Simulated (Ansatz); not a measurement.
Consider F₅HOW (SMILES [OH][W]([F])([F])([F])([F])[F]).

```yaml
atoms:
  - { symbol: F, position_ang: [1.4224, 0.1542, 1.2325] }
  - { symbol: F, position_ang: [-1.0911, 0.4921, -1.4593] }
  - { symbol: F, position_ang: [0.9381, 1.8319, -0.6459] }
  - { symbol: F, position_ang: [-0.9267, 1.2846, 1.0275] }
  - { symbol: F, position_ang: [1.2582, -0.6387, -1.2541] }
  - { symbol: O, position_ang: [-0.6583, -1.2856, 0.4533] }
  - { symbol: W, position_ang: [0.1347, 0.2626, -0.0921] }
  - { symbol: H, position_ang: [-1.0773, -2.1011, 0.7381] }
```

Geometry: PBE0-D4/def2-SVP; core potentials replace the inner electrons of W.

Method: isolated molecule in a Gaussian basis; Kohn-Sham density functional theory, functional PBE0 in Ansatz.

Question: Predict the electron density and electron localisation function between the atoms.

Answer: W–O (1.82 Å): ρ at the midpoint is about 1.2 e/Å³; the ELF peaks at about 0.80 in the valence shell of O, 0.5 Å from its nucleus, and drops to about 0.25 between the two atoms.
W–F (1.85 Å): ρ is about 1.1 e/Å³ halfway; the ELF peaks at about 0.85 in the valence shell of F, 0.5 Å from its nucleus, and drops to about 0.20 between the two atoms.
O–H (0.96 Å): ρ at the midpoint is about 3.8 e/Å³; the ELF climbs to about 1 towards the hydrogen, as it does in any bond to H; a covalent bond by its length.

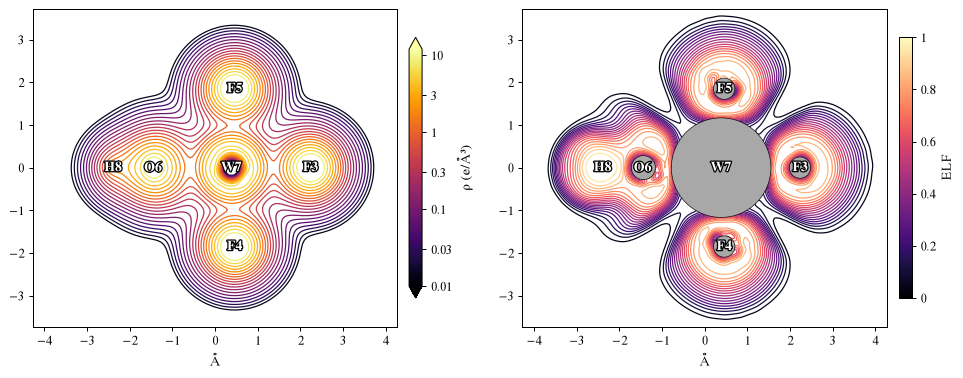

Computed electron density and electron localisation function on the plane of atoms F5, W7 and O6, in this order. Grey discs cover the atomic cores in the ELF map. 
